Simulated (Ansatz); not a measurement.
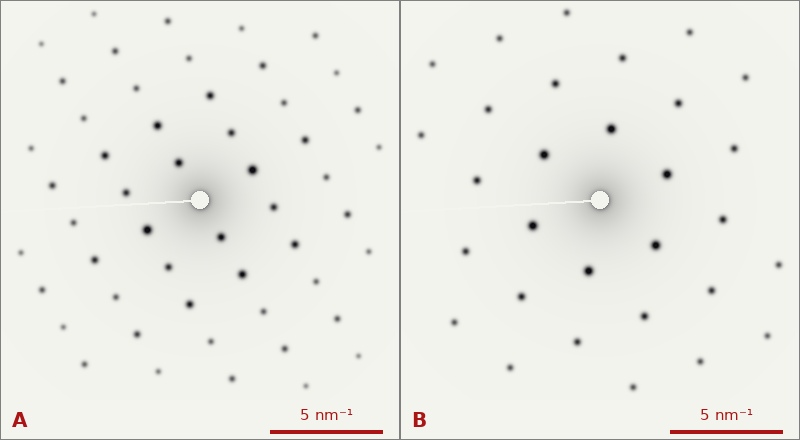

Kinematic electron diffraction patterns (300 kV, B = 0.5 Å², same scale, each along a low-index zone) of two structures of composition CsNa, each relaxed at zero pressure with DFT PBE, scalar-relativistic, plane waves, PAW (Ansatz).

The structures (standard cells):
1. Pm-3m (No. 221), a = 5.190 Å, 2 atoms; generated start, possibly hypothetical
2. Fm-3m (No. 225), a = 8.744 Å, 8 atoms; generated start, possibly hypothetical

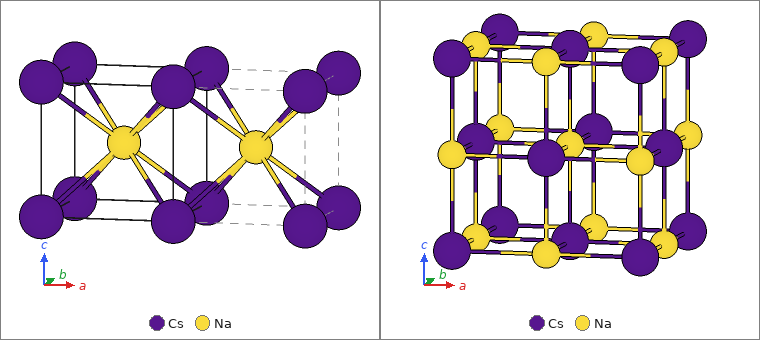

Drawings of the structures 1 to 2, from left to right (each may span several cells).

Question: Which pattern belongs to which structure, and along which zone?

Answer: A is structure 1 along [110] or an equivalent direction: rectangular net of 0 0 1 at d = 5.19 Å and 1 -1 0 at d = 3.67 Å, 90.0° apart. B is structure 2 along [111] or an equivalent direction: hexagonal net of -2 2 0 at d = 3.09 Å and -2 0 2 at d = 3.09 Å, 60.0° apart.

Question: Which structure lies lowest at this level of theory, and by how much?

Answer: Structure 1 (Pm-3m, 69.91 Å³ an atom) is the lowest of these; structure 2 (Fm-3m, 83.56 Å³ an atom) lies about 82 meV an atom higher. These are static energies at 0 K; other structures, not shown, may lie lower still.
